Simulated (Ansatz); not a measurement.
**Refining one setting for NaHgCl₃ (P6_3/mmc, 10 atoms in the cell)**

```
NaHgCl3
1.0
    7.61495     0.00000     0.00000
   -3.80747     6.59474     0.00000
    0.00000     0.00000     6.50584
Na Hg Cl
2 2 6
Direct
  0.33333   0.66667   0.75000
  0.66667   0.33333   0.25000
  0.00000   0.00000   0.00000
  0.00000   0.00000   0.50000
  0.14620   0.29240   0.25000
  0.70760   0.85380   0.25000
  0.14620   0.85380   0.25000
  0.85380   0.70760   0.75000
  0.29240   0.14620   0.75000
  0.85380   0.14620   0.75000
```

Computed with LDA (PW92), default PAW files made with PBE (plane waves; Ansatz, an electronic-structure program).

The starting cell was generated: these elements placed on a structure prototype, without a prior relaxation; it need not be a known phase or ordering of this composition. Spin-orbit coupling is off. In the base run, forces exceed 1 eV/Å. Ansatz's pressure includes its estimate of the finite-basis (Pulay) stress.

Held fixed: kpoints.mp_grid.grid = 4 4 4; hamiltonian.xc = lda; hamiltonian.pseudopotentials = {kind: paw} (the program's default PAW files); scf.occupations.method = fermi_dirac; scf.occupations.width = 0.05 eV.

ΔF is the free energy per atom less that of the last row (840 eV).

The first pressure column holds Ansatz's estimate of the finite-basis (Pulay) stress, which hides part of the cutoff error; the other is without it.

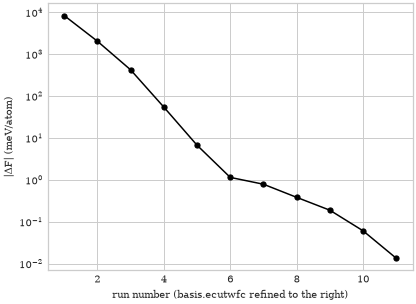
*Size of the energy error against the last run of the series; values under 0.01 meV/atom are drawn at 0.01.*

```
basis.ecutwfc  ΔF (meV/atom)  pressure (GPa)  largest force (eV/Å)  gap on the mesh (eV)  pressure at a fixed set of plane waves (GPa)  plane waves
-------------  -------------  --------------  --------------------  --------------------  --------------------------------------------  -----------
170 eV                8455.5            1.18                 1.187                 2.209                                       -159.42         1651
210 eV                2064.3            2.39                 1.524                 2.004                                        -49.80         2217
250 eV                 428.0            2.88                 1.668                 1.954                                        -11.77         2909
295 eV                  55.2            2.66                 1.580                 1.942                                          0.02         3775
335 eV                   6.8            2.60                 1.562                 1.937                                          2.20         4543
380 eV                  1.16            2.60                 1.561                 1.936                                          2.57         5481
420 eV                  0.79            2.60                 1.561                 1.936                                          2.59         6399
485 eV                  0.39            2.60                 1.560                 1.936                                          2.59         7925
545 eV                  0.19            2.59                 1.560                 1.936                                          2.59         9451
630 eV                  0.06            2.59                 1.560                 1.936                                          2.59        11751
735 eV                  0.01            2.59                 1.560                 1.936                                          2.59        14801
840 eV                  0.00            2.59                 1.560                 1.936                                          2.59        18061
```

Energy within 5 meV/atom of the last row: from basis.ecutwfc = 380 eV on; the one before it is off by 6.8 meV/atom.

Gap on the mesh within 0.01 eV of the last row: from basis.ecutwfc = 295 eV on; the one before it is off by 0.018 eV. The value it settles on is 1.936 eV at this level of theory and with the other settings as held.

Gaps are taken between levels on the mesh.

Keys are those of Ansatz 0.2.
